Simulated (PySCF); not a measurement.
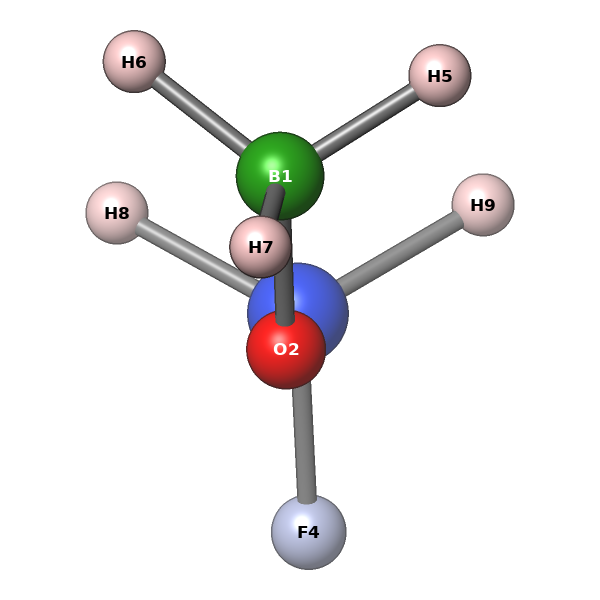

Si3 lies behind O2. The molecule seen nearly along the O2–Si3 bond, O2 in front. Distant atoms are faded towards the background colour. The species has charge −1 and is a spin singlet. The computed structure is the end point of a PBE0-D3(BJ)/def2-SVP optimisation. No frequency run is at hand to confirm it as a minimum.

What is the torsion angle B1–O2–Si3–F4? The sign is positive where the front bond must turn clockwise to cover the back bond.

178°, antiperiplanar (anti).
